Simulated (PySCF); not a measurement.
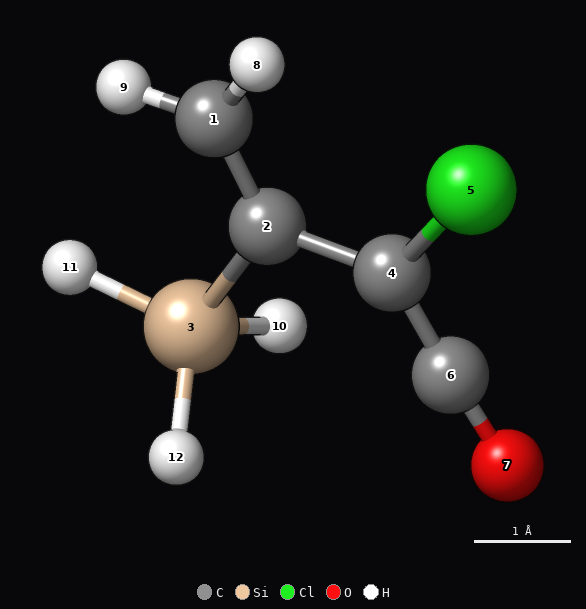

**Figure 1.** The starting structure (ball-and-stick view, seen at a tilt; atoms are numbered from 1 in the order of the input). Bond lengths as drawn: C–C 1.30 to 1.49 Å, C–Cl 1.74 Å, C–H 1.05 to 1.08 Å, C–O 1.16 Å, C–Si 1.91 Å and H–Si 1.45 to 1.48 Å.

# Run report: C₄H₅ClOSi, geometry relaxation

- system: C₄H₅ClOSi
- method: PBE0-D3(BJ)/def2-SVP geometry optimisation, gas phase (PySCF 2.14.0)

## Input file
```
{"job": {"xc": "PBE0", "basis": "def2-SVP", "d3": "d3bj", "grid": 1, "shake": 0.01, "kind": "geom"}, "charge": 0, "multiplicity": 1}
C     -0.238280    -1.815020     0.053790
C     -0.029920    -0.481720     0.016690
Si    -1.412900     0.797630    -0.287700
C      1.339250     0.060670     0.214080
Cl     2.687750    -1.006100     0.499980
C      1.632480     1.326590     0.198560
O      1.964410     2.437470     0.189420
H      0.535520    -2.509270     0.217810
H     -1.252160    -2.171190    -0.082590
H     -1.501710     1.660090     0.909290
H     -2.648480     0.069810    -0.492390
H     -1.036260     1.602790    -1.445960
```

The first line tells a small driver script what to run in PySCF; the rest is the geometry in Å.

Hardware: 1 CPU thread, shared host.

Launched with:
```bash
OMP_NUM_THREADS=1 python <driver script> task.json out
```

## Output
```
step   0  E = -979.33881631  max force = 0.041830
step   1  E = -979.34410562  max force = 0.007795
step   2  E = -979.34426554  max force = 0.001634
step   3  E = -979.34431925  max force = 0.001492
step   4  E = -979.34433477  max force = 0.000520
step   5  E = -979.34433985  max force = 0.000444
optimisation converged
```

## Trajectory as extended XYZ (Å, eV, eV/Å), 6 frames, from step=0 to step=5
```
12
Properties=species:S:1:pos:R:3:forces:R:3 step=0 energy=-26649.16657
C    -0.2383   -1.8150    0.0538   -1.3284   1.7409  -0.2817
C    -0.0299   -0.4817    0.0167    0.7845   0.1722   0.0887
Si   -1.4129    0.7976   -0.2877    0.8925  -0.6954   0.5692
C     1.3393    0.0607    0.2141   -1.3669  -2.1510  -0.1059
Cl    2.6877   -1.0061    0.5000    0.0881   0.0409   0.0128
C     1.6325    1.3266    0.1986    0.9251   1.7177   0.0290
O     1.9644    2.4375    0.1894   -0.1554   0.2107  -0.0180
H     0.5355   -2.5093    0.2178    1.1771  -1.0450   0.2577
H    -1.2522   -2.1712   -0.0826   -0.2600  -0.3282  -0.0553
H    -1.5017    1.6601    0.9093   -0.0765   0.2637   0.1889
H    -2.6485    0.0698   -0.4924   -0.7428  -0.3402  -0.1720
H    -1.0363    1.6028   -1.4460    0.0627   0.4136  -0.5135
12
Properties=species:S:1:pos:R:3:forces:R:3 step=1 energy=-26649.31050
C     0.4962   -1.8369    0.0509    0.4008  -0.2610   0.0890
C     0.7484   -0.5158    0.0800   -0.1314   0.0529   0.0582
Si   -0.6732    0.7024   -0.1872    0.0664   0.0132  -0.0844
C     2.0838    0.0067    0.3351    0.1181   0.0922  -0.0432
Cl    3.4558   -1.0335    0.6410   -0.0679  -0.0091  -0.0130
C     2.3930    1.3039    0.3337   -0.1442  -0.0884   0.0284
O     2.6435    2.4344    0.3434    0.0825   0.0592  -0.0066
H     1.3054   -2.5705    0.2136   -0.2650   0.1905  -0.0558
H    -0.5055   -2.2263   -0.1263   -0.0990  -0.0070  -0.0294
H    -0.8145    1.6079    0.9924   -0.0032  -0.0126   0.0385
H    -1.9409   -0.0514   -0.4132    0.0700  -0.0237   0.0170
H    -0.3715    1.5652   -1.3720   -0.0273  -0.0061   0.0013
12
Properties=species:S:1:pos:R:3:forces:R:3 step=2 energy=-26649.31486
C     0.5029   -1.8292    0.0558   -0.0254  -0.0649  -0.0062
C     0.7509   -0.5060    0.0838   -0.0350   0.0336   0.0213
Si   -0.6747    0.6977   -0.1916    0.0146   0.0217  -0.0294
C     2.0851    0.0225    0.3333    0.0563  -0.0767  -0.0247
Cl    3.4333   -1.0478    0.6316    0.0509   0.0592   0.0078
C     2.4057    1.3163    0.3388   -0.0680  -0.0558   0.0306
O     2.6793    2.4420    0.3531    0.0353   0.0078  -0.0097
H     1.2889   -2.5759    0.2143   -0.0004   0.0840   0.0004
H    -0.5055   -2.2056   -0.1288   -0.0174   0.0058  -0.0018
H    -0.8300    1.5978    0.9921   -0.0028  -0.0055   0.0056
H    -1.9216   -0.0869   -0.4108    0.0012  -0.0095   0.0013
H    -0.3935    1.5612   -1.3803   -0.0094   0.0002   0.0048
12
Properties=species:S:1:pos:R:3:forces:R:3 step=3 energy=-26649.31632
C     0.4937   -1.8290    0.0565   -0.0767   0.0471  -0.0176
C     0.7498   -0.5071    0.0849    0.0361  -0.0224   0.0061
Si   -0.6713    0.6989   -0.1943   -0.0077   0.0305   0.0019
C     2.0881    0.0154    0.3311   -0.0280  -0.0181  -0.0219
Cl    3.4536   -1.0319    0.6295   -0.0134  -0.0255  -0.0044
C     2.4012    1.3101    0.3415   -0.0037   0.0532   0.0265
O     2.6777    2.4354    0.3578    0.0053  -0.0177  -0.0102
H     1.2817   -2.5673    0.2160    0.0724  -0.0608   0.0173
H    -0.5165   -2.2039   -0.1291    0.0383   0.0169   0.0113
H    -0.8286    1.5956    0.9923   -0.0038  -0.0010  -0.0084
H    -1.9130   -0.0930   -0.4111   -0.0188  -0.0040  -0.0044
H    -0.3957    1.5627   -1.3835    0.0002   0.0018   0.0038
12
Properties=species:S:1:pos:R:3:forces:R:3 step=4 energy=-26649.31674
C     0.4971   -1.8299    0.0578   -0.0054   0.0117   0.0036
C     0.7467   -0.5070    0.0837   -0.0111   0.0077   0.0015
Si   -0.6744    0.7019   -0.1958   -0.0022  -0.0080  -0.0032
C     2.0846    0.0148    0.3291    0.0070   0.0030  -0.0147
Cl    3.4449   -1.0410    0.6227    0.0067   0.0038  -0.0002
C     2.4013    1.3090    0.3439   -0.0015   0.0071   0.0197
O     2.6823    2.4330    0.3625    0.0045  -0.0030  -0.0069
H     1.2947   -2.5605    0.2201   -0.0032  -0.0267  -0.0002
H    -0.5096   -2.2126   -0.1243    0.0066   0.0070   0.0005
H    -0.8316    1.5993    0.9898   -0.0007  -0.0017  -0.0005
H    -1.9190   -0.0868   -0.4139   -0.0032  -0.0001  -0.0012
H    -0.3966    1.5659   -1.3842    0.0025  -0.0007   0.0015
12
Properties=species:S:1:pos:R:3:forces:R:3 step=5 energy=-26649.31688
C     0.4969   -1.8287    0.0590    0.0068  -0.0154   0.0076
C     0.7487   -0.5061    0.0841    0.0043   0.0033   0.0067
Si   -0.6749    0.7002   -0.1965    0.0062  -0.0067  -0.0048
C     2.0869    0.0160    0.3281   -0.0006   0.0052  -0.0129
Cl    3.4485   -1.0394    0.6184    0.0002   0.0017  -0.0008
C     2.4034    1.3104    0.3463   -0.0054  -0.0054   0.0121
O     2.6849    2.4342    0.3663    0.0036   0.0009  -0.0040
H     1.2884   -2.5676    0.2206   -0.0086   0.0228  -0.0031
H    -0.5117   -2.2053   -0.1225   -0.0123  -0.0081  -0.0039
H    -0.8343    1.5982    0.9881   -0.0011   0.0000   0.0028
H    -1.9191   -0.0898   -0.4153    0.0058   0.0012   0.0006
H    -0.3971    1.5640   -1.3850    0.0011   0.0006  -0.0002
```

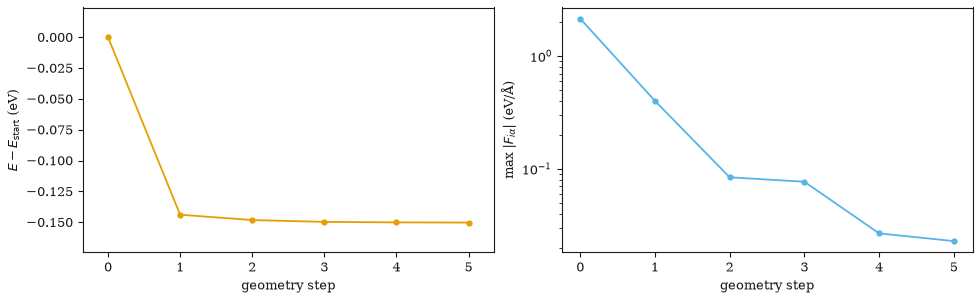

**Figure 2.** Progress of the relaxation, step by step (steps are counted from 0).

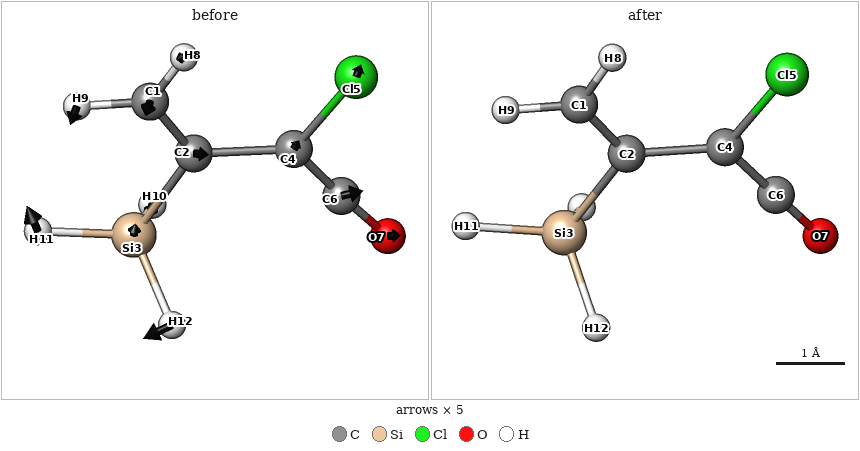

**Figure 3.** Before (left) and after (right) the relaxation, at one scale (ball-and-stick view, seen at a tilt). The black arrows give the displacements, magnified 5 times. The largest move after the best rigid fit is that of H12, 0.095 Å. Largest moves by element: H 0.095 Å, C 0.068 Å, Cl 0.040 Å, O 0.040 Å, Si 0.039 Å. Among the contacts that change: C1–H8 1.052 → 1.095 Å, Si3–H11 1.449 → 1.490 Å, Si3–H12 1.460 → 1.495 Å, C4–C6 1.300 → 1.333 Å. Among the angles that change: C1–C2–Si3 123.7° → 119.0°, C2–C1–H9 117.8° → 121.0°, C4–C6–O7 176.4° → 179.6°. The energy falls by 0.150 eV in 5 geometry steps. The largest force component goes from 2.2 to 0.023 eV/Å. (Atoms are counted from 1 in the order of the input.)

## Results in brief

- outcome: converged
- total energy: −979.344340 hartree
- dipole moment: 0.98 D
- point group: Cs
- wall time: 43 s
- peak memory: 0.51 GiB
